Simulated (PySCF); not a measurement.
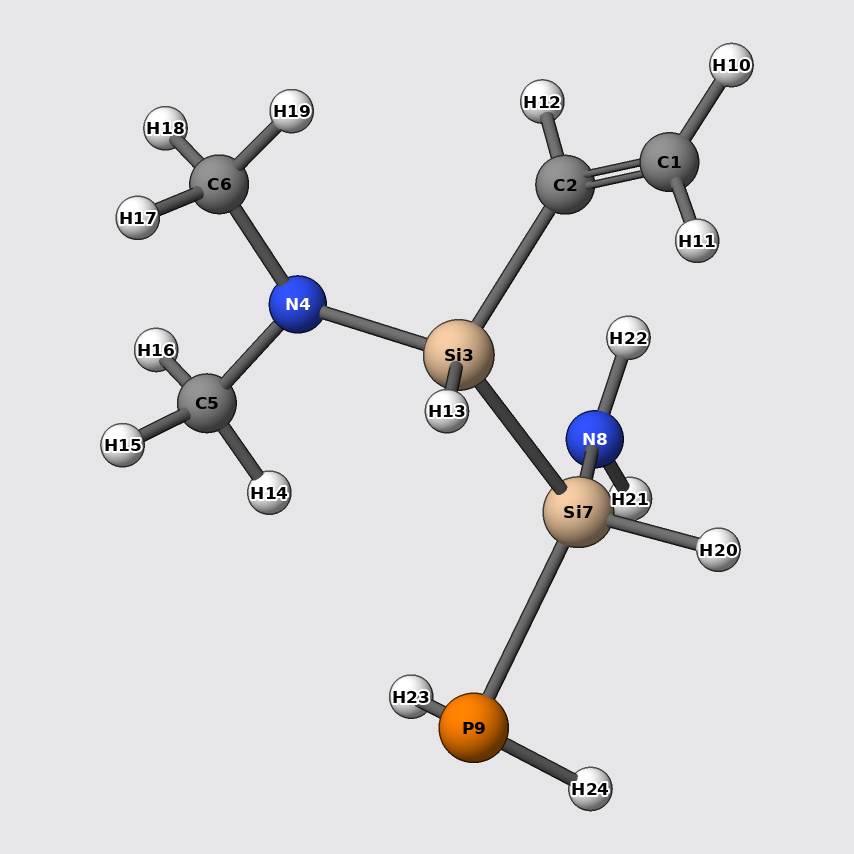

The questions are on Hirshfeld charges. The computed structure is the end point of a GFN2-xTB optimisation. No frequency run is at hand to confirm it as a minimum. Properties computed with PBE0/pcSseg-1, gas phase (PySCF 2.14.0).

List the Hirshfeld charges.

```tsv
atom	value (e)
C1	−0.09
C2	−0.14
Si3	0.29
N4	−0.17
C5	−0.07
C6	−0.07
Si7	0.25
N8	−0.32
P9	−0.04
H10	0.05
H11	0.04
H12	0.04
H13	−0.09
H14	0.03
H15	0.03
H16	0.04
H17	0.03
H18	0.04
H19	0.04
H20	−0.10
H21	0.11
H22	0.11
H23	−0.01
H24	−0.01
```

The geometry is semi-empirical. Around P, Si such bond lengths and angles can be off by a tenth of an ångström or more and by several degrees, and values that hang on the shape move with them.
